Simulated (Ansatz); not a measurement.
**Amorphous Si₃₀C₁₂N₂₄**

The cell was made by melting and quenching with the CHGNet potential and then relaxed with DFT. N atoms were pushed apart under 1.9 Å during the dynamics, to hinder bonds among them. The hot cell started wider than the set density and was brought back towards it in steps. It is the lowest in DFT energy of 2 quenches. It is a model cell: composition and starting density were chosen by hand, and all elements were melted together. No dispersion term was used.

Computed with PBE, scalar-relativistic without spin-orbit coupling (plane waves to 420 eV, PAW; Ansatz, a first-principles code). Geometry, pressure, stress and energy are those of the PBE run. Its sampling: a 2×2×2 Γ-centred mesh; Fermi-Dirac width 0.02 eV; no spin polarisation. The levels at the Fermi energy are partly filled. A closed spacing in one fast-quenched cell at PBE doesn't show the material to be a metal.

The number of atoms in the cell is 66. The density (volume relaxed, without dispersion) is 2.84 g/cm³ and the volume per atom is 11.71 Å³. The pressure on a 2×2×2 Γ-centred mesh is 0.04 GPa. The largest force and stress component on that mesh (the relaxation ran on the zone centre alone) is 0.35 eV/Å and 3.1 GPa and the energy relative to beta Si3N4 + 6H silicon carbide (lowest mix at this level among the phases computed, not always the ambient ones) is 705 meV/atom. The gap on a 2×2×2 Γ-centred mesh (PBE) comes out as within the smearing (under twice its width).

Cut-offs for bonds: Si-Si 2.60 Å, Si-C 2.19 Å, Si-N 2.18 Å, C-C 1.78 Å, C-N 1.68 Å, N-N 1.70 Å. Two cations that share two anions don't count as bonded, nor two that share one unless they lie closer than Si-Si 2.38 Å, Si-C 2.00 Å, C-C 1.63 Å.

```yaml
Mean coordination of Si: 3.97 (3 with 3, 25 with 4, 2 with 5)
Mean coordination of C: 3.33 (2 with 2, 4 with 3, 6 with 4)
Mean coordination of N: 3.21 (19 with 3, 5 with 4)
Mean Si-N bond: 1.808 Å (spread 0.078 Å, 70 counted)
Mean Si-C bond: 1.897 Å (spread 0.068 Å, 27 counted)
```

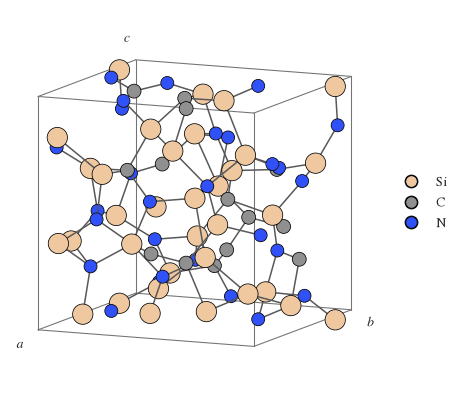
Figure: The relaxed cell

Its density started from a set value of 2.65 g/cm³. The quench (nominally 400 K/ps over its main leg) was far faster than any real one, so the model tends to hold more defects than a real film. One small periodic cell is one sample of the glass; other quenches scatter about these values. The volume was free in the relaxation, at fixed shape. Stress components on the final sampling reach 3.1 GPa. On a 2×2×2 Γ-centred mesh force components of up to 0.35 eV/Å stay, since the relaxation ran on the zone centre alone.
